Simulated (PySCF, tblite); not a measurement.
# C₃H₆O₂S₂Si: geometry, infrared bands and NMR shifts

What infrared bands and NMR shifts should C₃H₆O₂S₂Si (`O=C1C[S@@](=O)[C@H]1S[SiH3]`) show?

The runs use tblite 0.8.0 and PySCF 2.14.0, with density-fitted response routines of our own; the level of theory stands in each step. All values are computed, except where a source is named. Atoms count from 0, in the outputs and in this text.

### 1 The molecule as given

14 atoms, charge 0, multiplicity 1; geometry from: force field or distance geometry start.

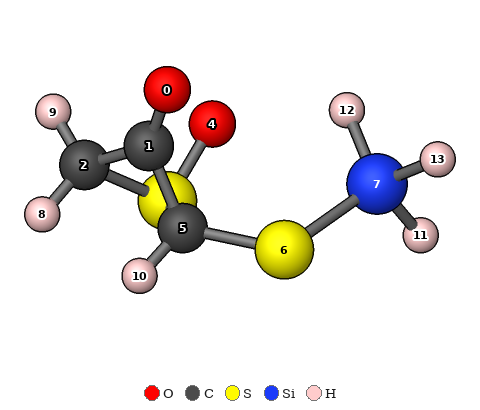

The starting geometry (oxygen red, carbon dark grey, sulfur yellow, silicon blue, hydrogen pink), atoms numbered.

### 2 Optimising the geometry with GFN2-xTB

The job: settings as JSON, then the geometry in Å.

```
{"job": {"kind": "relax", "xc": "GFN2-xTB", "basis": "xTB"}, "charge": 0, "multiplicity": 1}
O     -0.688600     0.955500     1.956600
C     -1.032900     0.174300     1.058100
C     -2.221700    -0.078900     0.218200
S     -1.029800    -0.222100    -1.159600
O     -0.531000     1.204200    -1.409400
C     -0.403800    -0.981700     0.350400
S      1.364700    -1.179900     0.470600
Si     2.541300     0.305500    -0.491100
H     -2.747600    -1.037300     0.451300
H     -2.905100     0.787300     0.076200
H     -0.948700    -1.914200     0.582600
H      3.140700    -0.192600    -1.764300
H      1.799000     1.543000    -0.753700
H      3.662800     0.636400     0.391900
```

On the command line:

```
$ OMP_NUM_THREADS=1 python probes_run.py task.json out
```

The driver reads the jobs from task.json and runs them one after another.

The program printed:

```text
step      E/eV     max force
  0    -701.16436    3.914
  1    -701.62051    6.260
  2    -701.89831    2.414
  3    -702.06728    1.481
  4    -702.17442    0.719
  5    -702.22911    0.624
  6    -702.27450    0.715
  7    -702.31168    0.429
  8    -702.33490    0.443
  9    -702.35501    0.367
 10    -702.37035    0.385
 11    -702.38110    0.273
 12    -702.38966    0.221
 13    -702.39787    0.278
 14    -702.40657    0.339
 15    -702.41554    0.295
 16    -702.42382    0.296
 17    -702.43087    0.282
 18    -702.43764    0.234
 19    -702.44491    0.252
 20    -702.45220    0.202
 21    -702.45913    0.290
 22    -702.46536    0.256
 23    -702.47087    0.222
 24    -702.47659    0.219
 25    -702.48321    0.233
 26    -702.49029    0.300
 27    -702.49751    0.282
 28    -702.50531    0.329
 29    -702.51431    0.328
 30    -702.52498    0.276
 31    -702.53753    0.371
 32    -702.55152    0.341
 33    -702.56675    0.370
 34    -702.58346    0.363
 35    -702.60072    0.340
 36    -702.61643    0.363
 37    -702.59986    0.975
 38    -702.63816    0.361
 39    -702.64624    0.244
 40    -702.65616    0.215
 41    -702.66915    0.317
 42    -702.67507    0.284
 43    -702.68443    0.260
 44    -702.68938    0.218
 45    -702.69298    0.139
 46    -702.69499    0.134
 47    -702.69678    0.170
 48    -702.69902    0.190
 49    -702.70146    0.158
 50    -702.70331    0.139
 51    -702.70448    0.106
 52    -702.70529    0.085
 53    -702.70603    0.060
 54    -702.70671    0.075
 55    -702.70725    0.064
 56    -702.70772    0.066
 57    -702.70819    0.071
 58    -702.70863    0.059
 59    -702.70900    0.051
 60    -702.70934    0.044
 61    -702.70967    0.046
 62    -702.70997    0.052
 63    -702.71020    0.038
 64    -702.71037    0.047
 65    -702.71052    0.041
 66    -702.71067    0.027
 67    -702.71081    0.028
 68    -702.71097    0.038
 69    -702.71112    0.039
 70    -702.71125    0.028
 71    -702.71138    0.029
 72    -702.71155    0.041
 73    -702.71178    0.060
 74    -702.71205    0.056
 75    -702.71226    0.040
 76    -702.71238    0.027
 77    -702.71247    0.028
 78    -702.71262    0.048
 79    -702.71289    0.061
 80    -702.71327    0.059
 81    -702.71360    0.051
 82    -702.71378    0.034
 83    -702.71388    0.031
 84    -702.71400    0.035
 85    -702.71419    0.041
 86    -702.71443    0.051
 87    -702.71464    0.055
 88    -702.71477    0.023
 89    -702.71482    0.036
 90    -702.71485    0.010
 91    -702.71487    0.010
```

Wall time 1.3 s (1 thread of Arm Neoverse N1, shared host).

The steps of the relaxation: (not every step is listed)

| step | energy from step 0 (eV) | largest force (eV/Å) |
| --- | --- | --- |
| 0 | 0.0000 | 3.9142 |
| 1 | -0.4561 | 6.2602 |
| 2 | -0.7340 | 2.4143 |
| 3 | -0.9029 | 1.4812 |
| 4 | -1.0101 | 0.7192 |
| 5 | -1.0648 | 0.6239 |
| 6 | -1.1101 | 0.7147 |
| 7 | -1.1473 | 0.4287 |
| 8 | -1.1705 | 0.4428 |
| 15 | -1.2512 | 0.2946 |
| 22 | -1.3010 | 0.2561 |
| 29 | -1.3500 | 0.3279 |
| 36 | -1.4521 | 0.3625 |
| 43 | -1.5201 | 0.2604 |
| 50 | -1.5389 | 0.1391 |
| 57 | -1.5438 | 0.0714 |
| 64 | -1.5460 | 0.0472 |
| 71 | -1.5470 | 0.0291 |
| 78 | -1.5483 | 0.0477 |
| 85 | -1.5498 | 0.0412 |
| 86 | -1.5501 | 0.0508 |
| 87 | -1.5503 | 0.0553 |
| 88 | -1.5504 | 0.0228 |
| 89 | -1.5505 | 0.0356 |
| 90 | -1.5505 | 0.0105 |
| 91 | -1.5505 | 0.0099 |

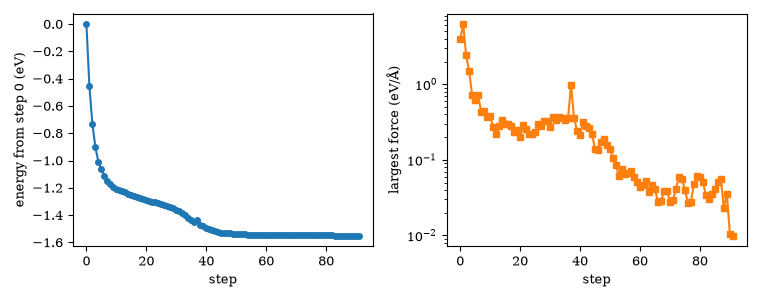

Energy and force, step by step.

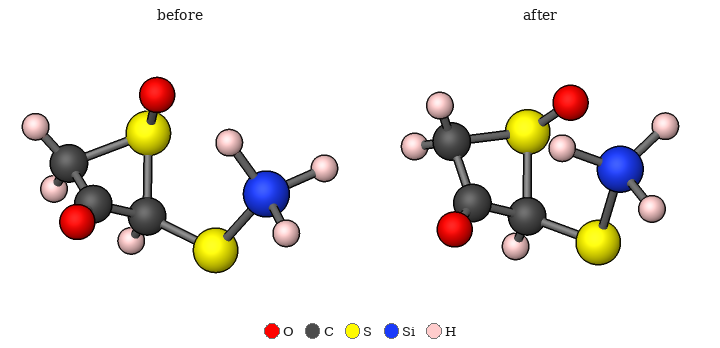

Before and after, at one scale.

Close pairs (by a distance rule), those that changed most:

| bond | before (Å) | after (Å) | change (Å) |
| --- | --- | --- | --- |
| S3–C5 | 1.802 | 1.893 | +0.090 |
| S3–O4 | 1.532 | 1.465 | -0.066 |
| S6–Si7 | 2.125 | 2.190 | +0.065 |
| O0–C1 | 1.239 | 1.192 | -0.048 |
| Si7–H11 | 1.493 | 1.449 | -0.044 |
| C1–C2 | 1.477 | 1.513 | +0.036 |
| C2–S3 | 1.827 | 1.859 | +0.031 |
| C2–H8 | 1.118 | 1.087 | -0.031 |

The final coordinates are the input of the step that follows.

### 3 Harmonic vibrations with GFN2-xTB

The job: settings as JSON, then the geometry in Å.

```
{"job": {"kind": "ir", "xc": "GFN2-xTB", "basis": "xTB"}, "charge": 0, "multiplicity": 1}
O     -0.625318     0.512422     2.143211
C     -0.924079    -0.056336     1.139635
C     -1.959766     0.299688     0.095720
S     -1.050303    -0.682990    -1.193508
O     -0.030299     0.195511    -1.771589
C     -0.270536    -1.229151     0.442474
S      1.505328    -1.331479     0.413482
Si     2.094667     0.569711    -0.499880
H     -2.929434    -0.152469     0.287654
H     -2.070405     1.361596    -0.109939
H     -0.670363    -2.193997     0.748412
H      2.375155     0.388989    -1.909746
H      1.188381     1.595831    -0.018028
H      3.366294     0.722200     0.209936
```

The program printed:

```text
mode    cm-1     km/mol
  1      43.5      4.48
  2      78.4      5.55
  3     132.6     51.13
  4     157.8      2.53
  5     209.4      0.82
  6     277.5      0.94
  7     337.2      3.46
  8     373.4      5.97
  9     403.1      7.85
 10     449.5     50.58
 11     482.6     11.14
 12     554.3     77.94
 13     563.8      8.15
 14     590.8     32.04
 15     627.0      4.73
 16     683.2     28.14
 17     712.0     92.22
 18     719.2    122.49
 19     811.7      8.62
 20     835.6    349.09
 21     880.5    137.97
 22     903.0     14.14
 23     952.1      2.80
 24     991.7     16.75
 25    1052.8     66.33
 26    1099.4     32.24
 27    1115.7    136.83
 28    1118.7    110.23
 29    1370.8     20.55
 30    1831.4    377.81
 31    2264.7    311.09
 32    2355.8    105.10
 33    2392.9    249.37
 34    2986.8      0.06
 35    3020.2      0.38
 36    3026.1      0.19
```

Run time: 0.99 s. Hardware: 1 thread of Arm Neoverse N1, shared host.

The strongest bands and the atoms that carry them (share of the mass-weighted mode):

| cm⁻¹ | km/mol | atoms |
| --- | --- | --- |
| 719 | 122.5 | H12 19 %, H11 17 %, C5 17 % |
| 836 | 349.1 | H12 43 %, H13 32 %, H11 19 % |
| 880 | 138.0 | H13 44 %, H11 39 %, H12 14 % |
| 1116 | 136.8 | O4 35 %, H10 21 %, S3 18 % |
| 1119 | 110.2 | H10 42 %, O4 16 %, C5 14 % |
| 1831 | 377.8 | C1 62 %, O0 37 % |
| 2265 | 311.1 | H13 92 % |
| 2393 | 249.4 | H11 82 %, H12 13 % |

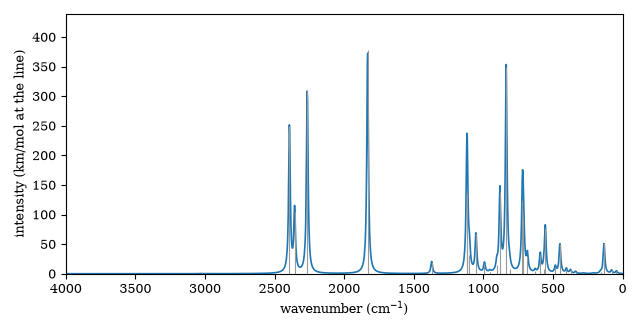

The infrared spectrum from these modes, unscaled. Lines are broadened to a width of 14 cm⁻¹ (Lorentzian).

### 4 Nuclear shieldings: PBE0/pcSseg-1

Settings changed since step 3:

```diff
@@ -1,2 +1,2 @@
-{"job": {"kind": "ir", "xc": "GFN2-xTB", "basis": "xTB"}, "charge": 0, "multiplicity": 1}
+{"job": {"kind": "nmr", "xc": "PBE0", "basis": "pcSseg-1"}, "charge": 0, "multiplicity": 1}
 O     -0.625318     0.512422     2.143211
```

Method: GIAO PBE0/pcSseg-1 NMR shielding, non-relativistic, gas phase.

The program printed:

```text
coarse grid: 14024 points
cycle   1  E = -1353.0947418219  dE =  1.594e+00  |g| = 1.129e+00  |ddm| = 3.802e+00
cycle   2  E = -1351.6616194242  dE =  1.433e+00  |g| = 2.903e+00  |ddm| = 4.098e+00
cycle   3  E = -1353.3332828197  dE = -1.672e+00  |g| = 2.253e-01  |ddm| = 3.293e+00
cycle   4  E = -1353.3391160225  dE = -5.833e-03  |g| = 1.760e-01  |ddm| = 4.411e-01
cycle   5  E = -1353.3460143043  dE = -6.898e-03  |g| = 5.020e-02  |ddm| = 2.093e-01
cycle   6  E = -1353.3464760269  dE = -4.617e-04  |g| = 1.217e-02  |ddm| = 4.907e-02
cycle   7  E = -1353.3465054026  dE = -2.938e-05  |g| = 3.746e-03  |ddm| = 1.342e-02
cycle   8  E = -1353.3465084569  dE = -3.054e-06  |g| = 8.860e-04  |ddm| = 4.352e-03
final grid: 123696 points
cycle   9  E = -1353.4186906421  dE = -1.591e-06  |g| = 1.466e-02  |ddm| = 3.118e-02
cycle  10  E = -1353.4185468958  dE =  1.437e-04  |g| = 3.063e-02  |ddm| = 3.582e-02
cycle  11  E = -1353.4187312819  dE = -1.844e-04  |g| = 2.535e-03  |ddm| = 2.607e-02
cycle  12  E = -1353.4187326599  dE = -1.378e-06  |g| = 3.540e-04  |ddm| = 2.860e-03
cycle  13  E = -1353.4187326926  dE = -3.264e-08  |g| = 9.397e-05  |ddm| = 5.249e-04
cycle  14  E = -1353.4187326946  dE = -2.069e-09  |g| = 2.046e-05  |ddm| = 1.224e-04
cycle  15  E = -1353.4187326948  dE = -1.103e-10  |g| = 7.232e-06  |ddm| = 3.075e-05
converged SCF energy = -1353.4187326948

GIAO shielding tensors (ppm)
atom      isotropic    diamagn.    paramagn.     s11        s22        s33       span
  0 O     -365.983     398.444    -764.426   -908.181   -456.184    266.418   1174.599
  1 C      -15.607     249.264    -264.872   -115.189    -16.308     84.675    199.864
  2 C      113.133     260.639    -147.506     77.796    117.268    144.337     66.541
  3 S      197.761    1052.759    -854.999    -38.443    101.927    529.797    568.240
  4 O      283.925     399.351    -115.426     62.329    307.476    481.970    419.640
  5 C       93.142     262.267    -169.125     20.145    119.742    139.538    119.393
  6 S      648.154    1057.009    -408.855    452.597    610.701    881.165    428.568
  7 Si     408.572     877.141    -468.569    359.807    400.519    465.390    105.582
  8 H       27.876      30.063      -2.187     25.464     25.695     32.469      7.005
  9 H       27.939      30.103      -2.164     24.673     26.460     32.683      8.010
 10 H       26.015      31.841      -5.826     22.419     26.167     29.459      7.040
 11 H       26.471      28.610      -2.139     21.380     26.193     31.840     10.459
 12 H       26.859      29.634      -2.775     23.723     26.146     30.708      6.985
 13 H       27.222      28.256      -1.034     22.408     25.518     33.740     11.332
```

It took 58 s on 1 thread of Arm Neoverse N1, shared host; peak memory 0.89 GiB.

The references, computed at this level on geometries of the same kind, shield at (ppm): ¹H TMS 31.72, ¹³C TMS 186.9, ²⁹Si TMS 349.2, ¹⁷O H2O 336.1, ³³S CS2 504. Their shielding less the atom's gives the shift. The references are single molecules in the gas phase, so shifts against H2O, NH3, PH3, H3PO4 or CFCl3 are not on the usual liquid scales and can be off by tens of ppm. Atoms listed in one row are averaged.

| atoms | environment | σ (ppm) | δ (ppm) | δ scaled to CDCl3 |
| --- | --- | --- | --- | --- |
| C1 | ketone carbonyl carbon | -15.6 | 202.5 | 195.8 |
| C5 | sp3 CH bonded to 2 S, α to a carbonyl | 93.1 | 93.8 | 80.8 |
| C2 | sp3 CH2 bonded to S, α to a carbonyl | 113.1 | 73.8 | 65.7 |
| H10 | hydrogen on an sp3 CH bonded to 2 S, α to a carbonyl | 26.02 | 5.70 | 5.48 |
| H11, H12, H13 | hydrogen on a silicon bonded to S | 26.85 | 4.87 | – |
| H8 | hydrogen on an sp3 CH2 bonded to S, α to a carbonyl | 27.88 | 3.84 | 3.73 |
| H9 | hydrogen on an sp3 CH2 bonded to S, α to a carbonyl | 27.94 | 3.78 | 3.67 |
| O0 | ketone oxygen | -366.0 | 702.1 | – |
| O4 | S=O oxygen | 283.9 | 52.2 | – |
| S3 | sulfoxide sulfur | 198 | 306 | – |
| S6 | sulfur bonded to C, Si | 648 | -144 | – |
| Si7 | silicon bonded to S, 3 H | 408.6 | -59.4 | – |

The scaled column applies a straight-line fit of computed shieldings to shifts measured in CDCl3, with any fitted terms for Cl, Br or S neighbours (root-mean-square error 0.16 ppm for H, 1.9 ppm for C).

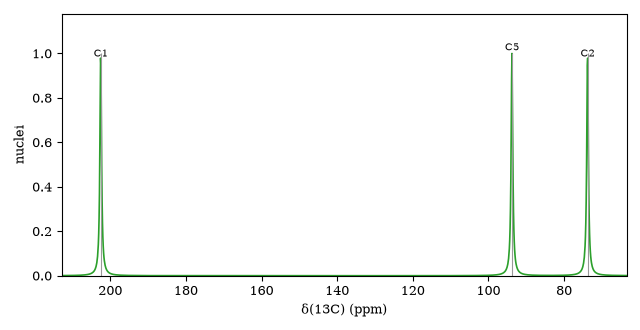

¹³C lines at the computed shifts, without couplings. Lines are broadened to a width of 0.51 ppm (Lorentzian).

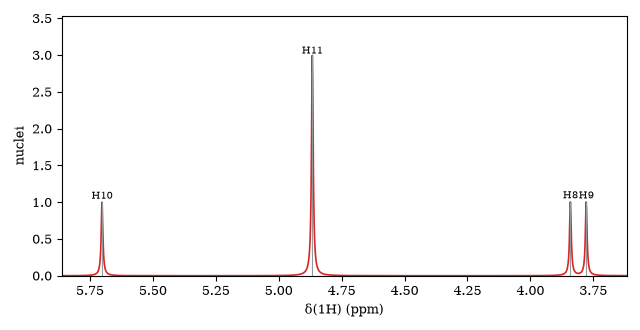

¹H lines at the computed shifts, without couplings. Lines are broadened to a width of 0.01 ppm (Lorentzian).

The run also stored atomic charges by several schemes (e):

| atoms | Mulliken | IAO | Hirshfeld | ESP fit |
| --- | --- | --- | --- | --- |
| O0 | -0.29 | -0.35 | -0.20 | -0.42 |
| C1 | 0.30 | 0.38 | 0.15 | 0.51 |
| C2 | -0.32 | -0.48 | -0.09 | -0.27 |
| S3 | 0.68 | 1.05 | 0.34 | 0.26 |
| O4 | -0.61 | -0.85 | -0.28 | -0.36 |
| C5 | -0.51 | -0.41 | -0.07 | -0.25 |
| S6 | -0.16 | -0.12 | -0.07 | -0.22 |
| Si7 | 0.52 | 0.57 | 0.27 | 0.44 |

Hirshfeld charges:

O0 -0.20; C1 0.15; C2 -0.09; S3 0.34; O4 -0.28; C5 -0.07; S6 -0.07; Si7 0.27; H8 0.07; H9 0.07; H10 0.06; H11 -0.08; H12 -0.08; H13 -0.09

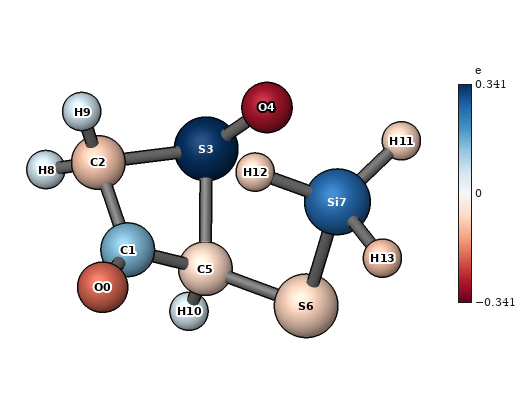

Hirshfeld charges, as colours on the atoms.

Mayer bond orders: O0–C1 2.10, C1–C2 0.95, C2–S3 0.88, S3–O4 1.45, S3–C5 0.78, C5–S6 1.10, S6–Si7 0.84, C5–C1 0.83.

Ring of atoms C1, C2, S3, C5: NICS(0) 4.7, NICS(1) -1.5, NICS(1)zz -0.4 ppm (means of both faces).

### 5 Summary of results

```
                                                              quantity                       value
                             strongest single infrared mode (GFN2-xTB)       1831 cm⁻¹, 378 km/mol
                                          zero-point energy (GFN2-xTB)               52.0 kcal/mol
                                ¹³C shifts against TMS (PBE0/pcSseg-1)       202.5, 93.8, 73.8 ppm
¹H shifts against TMS (PBE0/pcSseg-1, means over atoms taken as alike)  5.70, 4.87, 3.84, 3.78 ppm
                                ¹⁷O shifts against H2O (PBE0/pcSseg-1)             702.1, 52.2 ppm
                                ³³S shifts against CS2 (PBE0/pcSseg-1)               306, -144 ppm
                               ²⁹Si shifts against TMS (PBE0/pcSseg-1)                   -59.4 ppm
```

**Reading.** Relaxing lowered the energy by 1.551 eV in 91 steps; the close pair that moved most is S3–C5, from 1.802 to 1.893 Å. All 36 modes are real, so the xTB geometry is a minimum. The strongest single mode, at 1831 cm⁻¹, moves mainly C1 and O0. GFN2-xTB is a fitted tight-binding method: band positions and strengths are rough. Its intensities can rank the bands wrongly. C1 (ketone carbonyl carbon) lies farthest downfield among carbon, at 202.5 ppm; the double bond to the heteroatom, with no lone-pair donor beside it, deshields it most. At PBE0/pcSseg-1: The widest tensor belongs to O0: span 1175 ppm, with a paramagnetic part of -764 ppm.
